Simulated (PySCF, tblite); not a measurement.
# 3-ethylpyridine: dynamics, then NMR shifts on frames, part 2 of 2

tblite 0.8.0 and PySCF 2.14.0. Atoms count from 0.

## Step 6: Nuclear shieldings: 800 fs, PBE0/pcSseg-1

Job settings and geometry (Å):

```
{"job": {"kind": "nmr", "xc": "PBE0", "basis": "pcSseg-1", "pop": false}, "charge": 0, "multiplicity": 1}
C     -3.227300     0.499900     1.234800
C     -2.300800    -0.138300     0.235100
C     -0.929800     0.011300     0.699900
C     -0.130700     1.149900     0.484400
C      1.272400     1.034900     0.579700
C      1.753500    -0.191100     1.079700
N      1.038500    -1.208200     1.497700
C     -0.327200    -1.104600     1.317500
H     -4.303300     0.146600     1.105800
H     -2.985000     0.209300     2.295000
H     -3.137500     1.593400     1.346800
H     -2.485900     0.301200    -0.743000
H     -2.544600    -1.120800     0.137600
H     -0.590400     2.164300     0.369000
H      1.917200     1.785500     0.099300
H      2.836400    -0.390000     1.081300
H     -0.780500    -2.071000     1.505000
```

Method: GIAO PBE0/pcSseg-1 NMR shielding, non-relativistic, gas phase.

Output:

```text
coarse grid: 14248 points
cycle   1  E = -326.3609091312  dE =  1.160e+00  |g| = 3.681e-01  |ddm| = 3.813e+00
cycle   2  E = -326.3552699332  dE =  5.639e-03  |g| = 4.235e-01  |ddm| = 9.054e-01
cycle   3  E = -326.3979385135  dE = -4.267e-02  |g| = 8.177e-02  |ddm| = 4.510e-01
cycle   4  E = -326.3989793930  dE = -1.041e-03  |g| = 4.182e-02  |ddm| = 8.971e-02
cycle   5  E = -326.3993693693  dE = -3.900e-04  |g| = 1.208e-02  |ddm| = 5.606e-02
cycle   6  E = -326.3994066033  dE = -3.723e-05  |g| = 3.755e-03  |ddm| = 1.587e-02
cycle   7  E = -326.3994099911  dE = -3.388e-06  |g| = 6.872e-04  |ddm| = 3.329e-03
final grid: 137800 points
cycle   8  E = -326.4454759358  dE = -3.744e-05  |g| = 7.388e-03  |ddm| = 3.779e-02
cycle   9  E = -326.4454740009  dE =  1.935e-06  |g| = 8.022e-03  |ddm| = 1.550e-02
cycle  10  E = -326.4454902123  dE = -1.621e-05  |g| = 1.105e-03  |ddm| = 7.952e-03
cycle  11  E = -326.4454904971  dE = -2.847e-07  |g| = 3.447e-04  |ddm| = 1.316e-03
cycle  12  E = -326.4454905232  dE = -2.610e-08  |g| = 1.158e-04  |ddm| = 4.181e-04
cycle  13  E = -326.4454905264  dE = -3.221e-09  |g| = 2.946e-05  |ddm| = 1.231e-04
cycle  14  E = -326.4454905266  dE = -1.910e-10  |g| = 1.162e-05  |ddm| = 3.650e-05
converged SCF energy = -326.4454905266

GIAO shielding tensors (ppm)
atom      isotropic    diamagn.    paramagn.     s11        s22        s33       span
  0 C      162.741     243.228     -80.487    143.835    153.533    190.853     47.018
  1 C      164.147     242.105     -77.958    147.809    160.664    183.968     36.159
  2 C       39.231     265.288    -226.057    -56.608     -1.988    176.288    232.896
  3 C       41.159     253.249    -212.091    -70.723     19.039    175.160    245.883
  4 C       53.459     260.479    -207.020    -62.393     53.332    169.438    231.831
  5 C       31.195     252.221    -221.026    -74.889     23.906    144.567    219.456
  6 N     -112.774     332.014    -444.788   -409.552   -211.068    282.299    691.851
  7 C       20.993     252.067    -231.073    -91.069     23.112    130.937    222.005
  8 H       28.967      24.141       4.826     24.788     25.557     36.556     11.768
  9 H       29.716      27.251       2.465     26.078     28.856     34.213      8.134
 10 H       29.654      27.272       2.382     25.416     28.446     35.100      9.684
 11 H       29.405      30.374      -0.969     25.539     27.724     34.952      9.413
 12 H       31.107      33.025      -1.918     26.416     30.153     36.752     10.336
 13 H       23.253      32.050      -8.797     19.766     22.285     27.709      7.943
 14 H       23.619      31.376      -7.757     20.985     22.625     27.247      6.262
 15 H       22.774      29.337      -6.562     18.425     23.574     26.323      7.897
 16 H       22.428      32.450     -10.022     18.610     20.577     28.098      9.488
```

Wall time 44 s (1 thread of Arm Neoverse N1, shared host); peak memory 0.83 GiB.

In short: δ C7 165.9, C5 155.7, C2 147.7, C3 145.8, H16 9.29, H15 8.94 ppm.

## Step 7: NMR shieldings: 1000 fs, PBE0/pcSseg-1

Job settings and geometry (Å):

```
{"job": {"kind": "nmr", "xc": "PBE0", "basis": "pcSseg-1", "pop": false}, "charge": 0, "multiplicity": 1}
C     -3.202900     1.365100     1.608000
C     -2.715000     0.466100     0.484100
C     -1.227300     0.221300     0.749200
C     -0.228400     1.198700     0.230300
C      1.054800     1.008300     0.628500
C      1.396200     0.007700     1.544000
N      0.504800    -0.870400     1.916100
C     -0.732800    -0.871600     1.446200
H     -4.292900     1.642900     1.344100
H     -3.176200     0.750900     2.429000
H     -2.599700     2.197200     1.718000
H     -2.818300     0.914200    -0.506300
H     -3.358500    -0.521400     0.486100
H     -0.550400     1.962800    -0.504800
H      1.876700     1.750800     0.272000
H      2.370400    -0.055000     2.028300
H     -1.365100    -1.671500     1.705100
```

With the program's defaults for keys left out, this is: GIAO PBE0/pcSseg-1 NMR shielding, non-relativistic, gas phase.

Output:

```text
coarse grid: 14248 points
cycle   1  E = -326.3574224259  dE =  1.162e+00  |g| = 3.855e-01  |ddm| = 3.807e+00
cycle   2  E = -326.3485847853  dE =  8.838e-03  |g| = 4.548e-01  |ddm| = 9.958e-01
cycle   3  E = -326.3974869972  dE = -4.890e-02  |g| = 9.221e-02  |ddm| = 5.305e-01
cycle   4  E = -326.3989393273  dE = -1.452e-03  |g| = 4.347e-02  |ddm| = 1.074e-01
cycle   5  E = -326.3993937784  dE = -4.545e-04  |g| = 9.810e-03  |ddm| = 5.626e-02
cycle   6  E = -326.3994167603  dE = -2.298e-05  |g| = 3.717e-03  |ddm| = 1.330e-02
cycle   7  E = -326.3994200372  dE = -3.277e-06  |g| = 6.246e-04  |ddm| = 3.340e-03
final grid: 137800 points
cycle   8  E = -326.4461184565  dE = -4.024e-05  |g| = 6.917e-03  |ddm| = 3.597e-02
cycle   9  E = -326.4461170070  dE =  1.450e-06  |g| = 7.470e-03  |ddm| = 1.445e-02
cycle  10  E = -326.4461308040  dE = -1.380e-05  |g| = 9.927e-04  |ddm| = 7.465e-03
cycle  11  E = -326.4461310053  dE = -2.013e-07  |g| = 3.843e-04  |ddm| = 1.243e-03
cycle  12  E = -326.4461310385  dE = -3.317e-08  |g| = 9.693e-05  |ddm| = 4.558e-04
cycle  13  E = -326.4461310406  dE = -2.073e-09  |g| = 3.413e-05  |ddm| = 1.184e-04
cycle  14  E = -326.4461310409  dE = -3.154e-10  |g| = 6.965e-06  |ddm| = 3.783e-05
converged SCF energy = -326.4461310409

GIAO shielding tensors (ppm)
atom      isotropic    diamagn.    paramagn.     s11        s22        s33       span
  0 C      166.221     246.352     -80.130    151.874    157.374    189.417     37.543
  1 C      145.090     246.740    -101.651    131.342    142.888    161.040     29.699
  2 C       26.958     267.062    -240.104    -72.780    -15.551    169.204    241.984
  3 C       38.287     254.855    -216.568    -73.672     30.600    157.934    231.606
  4 C       55.999     258.007    -202.008    -49.610     51.147    166.460    216.070
  5 C       37.115     252.334    -215.219    -67.924     34.322    144.948    212.872
  6 N     -100.228     331.467    -431.695   -454.538   -159.382    313.235    767.774
  7 C       37.616     249.281    -211.665    -69.850     44.640    138.058    207.909
  8 H       28.793      24.002       4.792     24.712     25.336     36.331     11.619
  9 H       31.948      29.387       2.561     27.414     31.572     36.857      9.443
 10 H       32.159      29.782       2.377     27.591     32.504     36.380      8.789
 11 H       28.672      31.887      -3.215     24.897     28.026     33.091      8.195
 12 H       27.338      29.471      -2.133     24.315     25.412     32.287      7.971
 13 H       23.266      33.191      -9.925     20.431     21.434     27.934      7.503
 14 H       23.466      29.528      -6.063     19.809     23.766     26.822      7.013
 15 H       22.679      29.504      -6.824     18.704     23.198     26.136      7.432
 16 H       23.140      33.319     -10.179     19.405     21.314     28.701      9.296
```

Wall time 44 s (1 thread of Arm Neoverse N1, shared host); peak memory 0.83 GiB.

Key values: δ C2 160.0, C5 149.8, C7 149.3, C3 148.6, H15 9.04, H16 8.58 ppm.

## Step 8: Run by run: NMR shifts

Shifts (ppm) of some atoms, chosen among heavy atoms and hydrogens apart, with basis size and wall time:

```csv
frame,C7,C2,C4,C1,H10,H12,N6,functions,time
250 fs,157.6,147.9,122.3,26.8,1.61,1.10,376.1,181,56 s
425 fs,159.2,141.7,126.3,30.0,1.69,3.06,387.5,181,45 s
625 fs,157.4,155.4,129.2,31.7,1.80,3.43,360.8,181,44 s
800 fs,165.9,147.7,133.5,22.8,2.06,0.61,380.5,181,44 s
1000 fs,149.3,160.0,130.9,41.8,-0.44,4.38,368.0,181,44 s
```

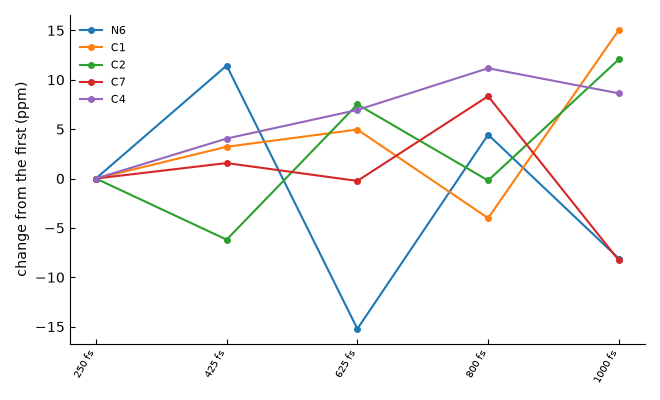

How five of the tabulated atoms move from run to run.

## Step 9: Outcome

What follows sums up all 2 parts.

| quantity | value |
| --- | --- |
| thermostat | 400 K |
| mean temperature, second half | 396 K |
| mean potential energy above the minimum | 0.78 eV |
| ¹³C shifts against TMS (PBE0/pcSseg-1, 250 fs) | 157.6, 153.2, 147.9, 144.9, 122.3, 26.8, 23.6 ppm |
| ¹H shifts against TMS (PBE0/pcSseg-1, 250 fs) | 9.21, 8.54, 8.40, 7.02, 2.25, 1.89, 1.61, 1.10, 0.08 ppm |
| ¹⁵N shifts against NH3 (PBE0/pcSseg-1, 250 fs) | 376.1 ppm |
| surface potential, least and greatest | -1.78 V and 1.12 V |
| range of the shift of N6 | 360.8 to 387.5 ppm |

**Reading.** In the second half the potential energy averages 0.78 eV above the minimum; equipartition over 45 harmonic modes at 400 K would give 0.78 eV. With 17 atoms the temperature swings widely (213 to 488 K). Shifts at one fixed geometry are not the observed spectrum, which averages over the motion. In the first frame run (250 fs): Shielding is most anisotropic at N6 (span 729 ppm, paramagnetic term -440 ppm). NICS(1)zz of -29 ppm above the planar ring from C2 marks a diatropic (aromatic) ring current. At PBE0/pcSseg-1, counted by nearest atom on the grid, the HOMO lies on 4 C atoms about 20 % each, the LUMO on N6 25 %; C3 24 %. Across the 5 runs the shift of N6 moves most, between 360.8 (625 fs) and 387.5 ppm (425 fs).
